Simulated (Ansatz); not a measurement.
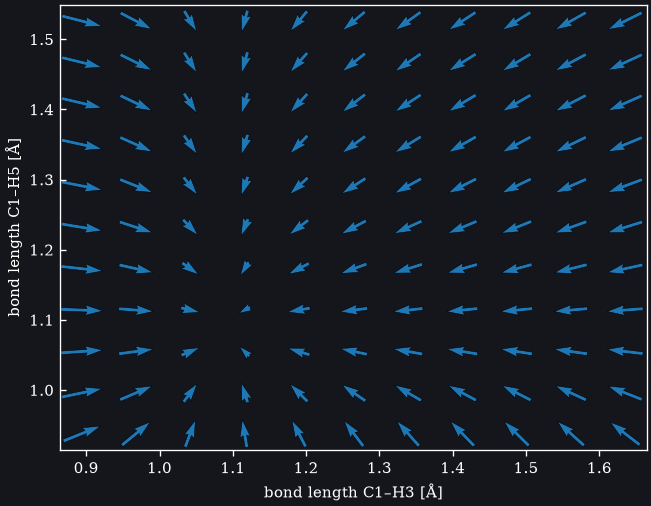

CH4As, SMILES C[AsH], spin multiplicity 2. First axis: bond length C1–H3. Second axis: bond length C1–H5. Nothing is relaxed (all other coordinates rigid). Grid: 11 × 11 points. Points are written as (first, second). All numbers below come from UHF-MP2, frozen core/def2-TZVP in Ansatz.

In the figure: arrows along the force (downhill), their lengths compressed.

> The arrows alone are given. Where is the energy lowest?

The arrows converge at about (1.090 Å, 1.090 Å) (read from the interpolated surface).

The energy map of the same scan:

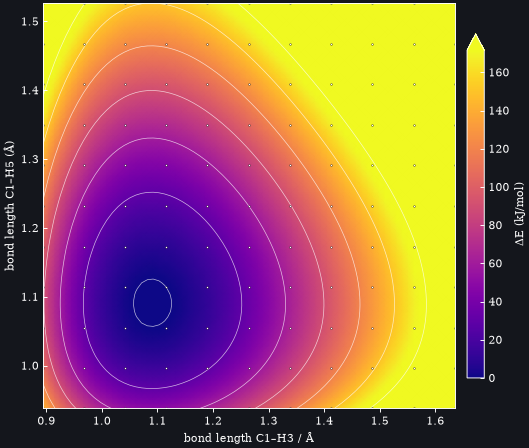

Energies are in kJ/mol, from the lowest grid point; between grid points the surface is interpolated.
